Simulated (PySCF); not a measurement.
# UCCSD(T)/cc-pVTZ run of NS (Mononitrogen monosulfide)

What is the vertical doublet–quartet gap of NS (Mononitrogen monosulfide) at UCCSD(T)/cc-pVTZ? The job is set up through a Python script.

The calculation is run with PySCF 2.14.0.

7 further runs of the same task are left out: 2 that didn't finish, 5 set aside as unsound or not needed.

### 1 The structure to begin with

NS has 2 atoms, charge 0, and is taken as a doublet. SMILES: `[N]=S`. The coordinates come from a GFN2-xTB relaxation.

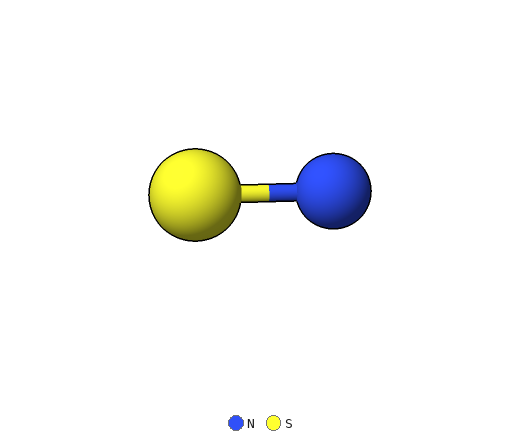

The structure, seen from a chosen angle (nitrogen blue, sulfur yellow).

### 2 The energy at UCCSD(T)/cc-pVTZ

Input file run.py:

```python
# Mononitrogen monosulfide
from pyscf import gto, scf, cc

molecule = gto.Mole()
molecule.atom = '''
N      0.000000     0.000000     0.000000
S      0.000000     0.000000     2.765009
'''
molecule.basis = 'cc-pvtz'
molecule.verbose = 4
molecule.max_memory = 1860
molecule.unit = 'bohr'
molecule.spin = 1
molecule.build()

myscf = scf.UHF(molecule)
myscf.conv_tol = 1e-10
myscf.kernel()
if not myscf.converged:
    myscf = myscf.newton().run(myscf.mo_coeff, myscf.mo_occ)

mycc = cc.CCSD(myscf, frozen=6)
mycc.kernel()
e_t = mycc.ccsd_t()
etot = mycc.e_tot + e_t
print('E = %.10f Eh' % etot)
```

The run is started by

```
OMP_NUM_THREADS=1 python run.py
```

The log of the run:

```text
PySCF version 2.14.0

[INPUT] num. atoms = 2
[INPUT] num. electrons = 23
[INPUT] charge = 0
[INPUT] spin (= nelec alpha-beta = 2S) = 1
[INPUT] symmetry False subgroup None
[INPUT] Mole.unit = bohr
[INPUT] Symbol           X                Y                Z      unit          X                Y                Z       unit  Magmom
[INPUT]  1 N      0.000000000000   0.000000000000   0.000000000000 AA    0.000000000000   0.000000000000   0.000000000000 Bohr   0.0
[INPUT]  2 S      0.000000000000   0.000000000000   1.463179750789 AA    0.000000000000   0.000000000000   2.765009000000 Bohr   0.0

nuclear repulsion = 40.5061972673507
number of shells = 18
number of NR pGTOs = 101
number of NR cGTOs = 64
basis = cc-pvtz
ecp = {}

******** <class 'pyscf.scf.uhf.UHF'> ********
method = UHF
initial guess = minao
damping factor = 0
level_shift factor = 0
DIIS = <class 'pyscf.scf.diis.CDIIS'>
diis_start_cycle = 1
diis_space = 8
diis_damp = 0
SCF conv_tol = 1e-10
SCF conv_tol_grad = None
SCF max_cycles = 50
direct_scf = True
direct_scf_tol = 1e-13
number electrons alpha = 12  beta = 11
Set gradient conv threshold to 1e-05
init E= -452.020736783626

[... the frontier-level lines of each cycle are left out ...]


[... 78 lines left out ...]
SCF not converged.
SCF energy = -451.945226548803 after 50 cycles  <S^2> = 0.83640502  2S+1 = 2.0846151
[... 42 lines left out ...]
macro= 3  E= -451.952289153969  delta_E= -0.000176463  |g|= 0.000936065  3 KF 11 JK
macro= 4  E= -451.952289215787  delta_E= -6.18183e-08  |g|= 1.05628e-05  2 KF 9 JK
macro= 5  E= -451.952289215787  delta_E= 0  |g|= 2.74713e-06  1 KF 2 JK
Canonicalize SCF orbitals
macro X = 6  E=-451.952289215787  |g|= 2.74713e-06  total 14 KF 59 JK
converged SCF energy = -451.952289215787  <S^2> = 1.1012821  2S+1 = 2.3248932

******** <class 'pyscf.cc.uccsd.UCCSD'> ********
CC2 = 0
CCSD nocc = (np.int64(6), np.int64(5)), nmo = (58, 58)
frozen orbitals 6
max_cycle = 50
direct = 0
conv_tol = 1e-07
conv_tol_normt = 1e-06
diis_space = 6
diis_start_cycle = 0
diis_start_energy_diff = 1e+09
Init t2, MP2 energy = -0.312997633685984
Init E_corr(UCCSD) = -0.312997633689195
cycle = 1  E_corr(UCCSD) = -0.32380165869317  dE = -0.010804025  norm(t1,t2) = 0.114082
cycle = 2  E_corr(UCCSD) = -0.338095470897461  dE = -0.0142938122  norm(t1,t2) = 0.0529699
cycle = 3  E_corr(UCCSD) = -0.340932833309542  dE = -0.00283736241  norm(t1,t2) = 0.0454296
cycle = 4  E_corr(UCCSD) = -0.353100193860349  dE = -0.0121673606  norm(t1,t2) = 0.0331688
cycle = 5  E_corr(UCCSD) = -0.352305526235042  dE = 0.000794667625  norm(t1,t2) = 0.0115668
cycle = 6  E_corr(UCCSD) = -0.352927350601892  dE = -0.000621824367  norm(t1,t2) = 0.00331725
cycle = 7  E_corr(UCCSD) = -0.35310732784359  dE = -0.000179977242  norm(t1,t2) = 0.00134334
cycle = 8  E_corr(UCCSD) = -0.353023908941678  dE = 8.34189019e-05  norm(t1,t2) = 0.000616591
cycle = 9  E_corr(UCCSD) = -0.35305408707031  dE = -3.01781286e-05  norm(t1,t2) = 0.000303931
cycle = 10  E_corr(UCCSD) = -0.353040348539702  dE = 1.37385306e-05  norm(t1,t2) = 0.00013067
cycle = 11  E_corr(UCCSD) = -0.353039422602811  dE = 9.25936891e-07  norm(t1,t2) = 5.51023e-05
cycle = 12  E_corr(UCCSD) = -0.353039854931799  dE = -4.32328988e-07  norm(t1,t2) = 2.37037e-05
cycle = 13  E_corr(UCCSD) = -0.353039892920066  dE = -3.79882671e-08  norm(t1,t2) = 7.39631e-06
cycle = 14  E_corr(UCCSD) = -0.353040249178931  dE = -3.56258865e-07  norm(t1,t2) = 3.05406e-06
cycle = 15  E_corr(UCCSD) = -0.353040197038254  dE = 5.21406776e-08  norm(t1,t2) = 1.26358e-06
cycle = 16  E_corr(UCCSD) = -0.35304021868928  dE = -2.16510266e-08  norm(t1,t2) = 5.85214e-07
UCCSD converged
E(UCCSD) = -452.3053294344765  E_corr = -0.3530402186892804
UCCSD(T) correction = -0.0198557244784256
E = -452.3251851590 Eh
```

Run time: 15 s. Hardware: 1 thread of Arm Neoverse V2, shared host; peak memory 0.61 GiB.

### 3 The quartet, same level

Input file calc.py:

```python
from pyscf import gto, scf, cc

system = gto.M(
    atom='N 0.000000 0.000000 0.000000; S 0.000000 0.000000 1.463180',
    basis='cc-pvtz',
    verbose=4,
    max_memory=1860,
    spin=3,
    charge=0,
)

hf = scf.UHF(system)
hf.conv_tol = 1e-10
hf.kernel()
if not hf.converged:
    hf = hf.newton().run(hf.mo_coeff, hf.mo_occ)

mycc = cc.CCSD(hf, frozen=6)
mycc.kernel()
e_t = mycc.ccsd_t()
etot = mycc.e_tot + e_t
print('Final energy', etot)
```

The run is started by

```
OMP_NUM_THREADS=1 python calc.py
```

The log of the run:

```text
PySCF version 2.14.0

[INPUT] num. atoms = 2
[INPUT] num. electrons = 23
[INPUT] charge = 0
[INPUT] spin (= nelec alpha-beta = 2S) = 3
[INPUT] symmetry False subgroup None
[INPUT] Mole.unit = angstrom
[INPUT] Symbol           X                Y                Z      unit          X                Y                Z       unit  Magmom
[INPUT]  1 N      0.000000000000   0.000000000000   0.000000000000 AA    0.000000000000   0.000000000000   0.000000000000 Bohr   0.0
[INPUT]  2 S      0.000000000000   0.000000000000   1.463180000000 AA    0.000000000000   0.000000000000   2.765009470941 Bohr   0.0

nuclear repulsion = 40.5061903682664
number of shells = 18
number of NR pGTOs = 101
number of NR cGTOs = 64
basis = cc-pvtz
ecp = {}

******** <class 'pyscf.scf.uhf.UHF'> ********
method = UHF
initial guess = minao
damping factor = 0
level_shift factor = 0
DIIS = <class 'pyscf.scf.diis.CDIIS'>
diis_start_cycle = 1
diis_space = 8
diis_damp = 0
SCF conv_tol = 1e-10
SCF conv_tol_grad = None
SCF max_cycles = 50
direct_scf = True
direct_scf_tol = 1e-13
number electrons alpha = 13  beta = 10
Set gradient conv threshold to 1e-05
init E= -452.020736165921
[... the frontier-level lines of each cycle are left out ...]


cycle= 1 E= -451.780071557484  delta_E= 0.241  |g|= 0.251  |ddm|=  1.2
cycle= 2 E= -451.82845372982  delta_E= -0.0484  |g|= 0.123  |ddm|= 0.308
cycle= 3 E= -451.839343105622  delta_E= -0.0109  |g|= 0.0674  |ddm|= 0.0918
cycle= 4 E= -451.844858409514  delta_E= -0.00552  |g|= 0.0297  |ddm|= 0.0806
cycle= 5 E= -451.846598476149  delta_E= -0.00174  |g|= 0.0174  |ddm|= 0.0417
cycle= 6 E= -451.847373149211  delta_E= -0.000775  |g|= 0.00828  |ddm|= 0.0348
cycle= 7 E= -451.847593903011  delta_E= -0.000221  |g|= 0.00227  |ddm|= 0.0258
cycle= 8 E= -451.847607875321  delta_E= -1.4e-05  |g|= 0.000986  |ddm|= 0.00549
cycle= 9 E= -451.847611035119  delta_E= -3.16e-06  |g|= 0.00039  |ddm|= 0.00281
cycle= 10 E= -451.847611498064  delta_E= -4.63e-07  |g|= 0.000171  |ddm|= 0.00102
cycle= 11 E= -451.847611585477  delta_E= -8.74e-08  |g|= 4.07e-05  |ddm|= 0.000507
cycle= 12 E= -451.847611589817  delta_E= -4.34e-09  |g|= 1.03e-05  |ddm|= 0.000111
cycle= 13 E= -451.847611589992  delta_E= -1.75e-10  |g|= 3.83e-06  |ddm|= 2.02e-05
cycle= 14 E= -451.84761159001  delta_E= -1.81e-11  |g|= 1.12e-06  |ddm|= 7.98e-06
Extra cycle  E= -451.847611590011  delta_E= -7.96e-13  |g|= 6.01e-07  |ddm|= 1.15e-06
converged SCF energy = -451.847611590011  <S^2> = 3.8103316  2S+1 = 4.0300529

******** <class 'pyscf.cc.uccsd.UCCSD'> ********
CC2 = 0
CCSD nocc = (np.int64(7), np.int64(4)), nmo = (58, 58)
frozen orbitals 6
max_cycle = 50
direct = 0
conv_tol = 1e-07
conv_tol_normt = 1e-06
diis_space = 6
diis_start_cycle = 0
diis_start_energy_diff = 1e+09
Init t2, MP2 energy = -0.29239674463852
Init E_corr(UCCSD) = -0.292396744638825
cycle = 1  E_corr(UCCSD) = -0.305327727189315  dE = -0.0129309826  norm(t1,t2) = 0.083428
cycle = 2  E_corr(UCCSD) = -0.315213287446424  dE = -0.00988556026  norm(t1,t2) = 0.0309502
cycle = 3  E_corr(UCCSD) = -0.316941433283536  dE = -0.00172814584  norm(t1,t2) = 0.0230485
cycle = 4  E_corr(UCCSD) = -0.320420361696886  dE = -0.00347892841  norm(t1,t2) = 0.0131775
cycle = 5  E_corr(UCCSD) = -0.32038470478164  dE = 3.56569152e-05  norm(t1,t2) = 0.00612131
cycle = 6  E_corr(UCCSD) = -0.320279909378321  dE = 0.000104795403  norm(t1,t2) = 0.00204903
cycle = 7  E_corr(UCCSD) = -0.320392456625819  dE = -0.000112547247  norm(t1,t2) = 0.00100068
cycle = 8  E_corr(UCCSD) = -0.320380387417325  dE = 1.20692085e-05  norm(t1,t2) = 0.000350289
cycle = 9  E_corr(UCCSD) = -0.320372372169904  dE = 8.01524742e-06  norm(t1,t2) = 0.00014523
cycle = 10  E_corr(UCCSD) = -0.320372465324326  dE = -9.31544217e-08  norm(t1,t2) = 3.66382e-05
cycle = 11  E_corr(UCCSD) = -0.320372393070438  dE = 7.22538876e-08  norm(t1,t2) = 1.40155e-05
cycle = 12  E_corr(UCCSD) = -0.320372286308003  dE = 1.06762435e-07  norm(t1,t2) = 6.67802e-06
cycle = 13  E_corr(UCCSD) = -0.320372025584149  dE = 2.60723854e-07  norm(t1,t2) = 2.31803e-06
cycle = 14  E_corr(UCCSD) = -0.320371940518813  dE = 8.50653368e-08  norm(t1,t2) = 6.73361e-07
UCCSD converged
E(UCCSD) = -452.1679835305294  E_corr = -0.3203719405188125
UCCSD(T) correction = -0.0155666183325776
Final energy -452.18355014886197
```

Wall time 12 s (1 thread of Arm Neoverse V2, shared host); peak memory 0.62 GiB.

### 4 What came out

Level: UCCSD(T)/cc-pVTZ, 6 core orbitals frozen.

```
                                                           quantity          value
                                              doublet: total energy  -452.32519 Eh
                      doublet: dipole moment (Hartree–Fock density)         1.64 D
doublet: HOMO energy (Hartree–Fock orbitals) (highest over α and β)       -9.70 eV
 doublet: LUMO energy (Hartree–Fock orbitals) (lowest over α and β)        0.57 eV
               doublet: correlation energy (6 core orbitals frozen)     -372.9 mEh
                                            doublet: (T) correction     -19.86 mEh
                         doublet: ⟨S²⟩ of the reference determinant          1.101
                                             doublet: T1 diagnostic          0.070
                                              quartet: total energy  -452.18355 Eh
                      quartet: dipole moment (Hartree–Fock density)         0.45 D
quartet: HOMO energy (Hartree–Fock orbitals) (highest over α and β)      -10.11 eV
 quartet: LUMO energy (Hartree–Fock orbitals) (lowest over α and β)       -1.07 eV
               quartet: correlation energy (6 core orbitals frozen)     -335.9 mEh
                                            quartet: (T) correction     -15.57 mEh
                         quartet: ⟨S²⟩ of the reference determinant          3.810
                                             quartet: T1 diagnostic          0.032
                   vertical energy of the quartet above the doublet       3.854 eV
```

What this shows: At this shape the quartet lies 3.85 eV (89 kcal/mol) above the doublet. ⟨S²⟩ (doublet) is 1.10 where a pure doublet has 0.75: the reference is spin-contaminated. The T1 diagnostic (doublet) of 0.070 is above the customary mark for such species, so a single reference may not serve. The triples (doublet) make up 5.3 % of the correlation energy. The triples (quartet) make up 4.6 % of the correlation energy.
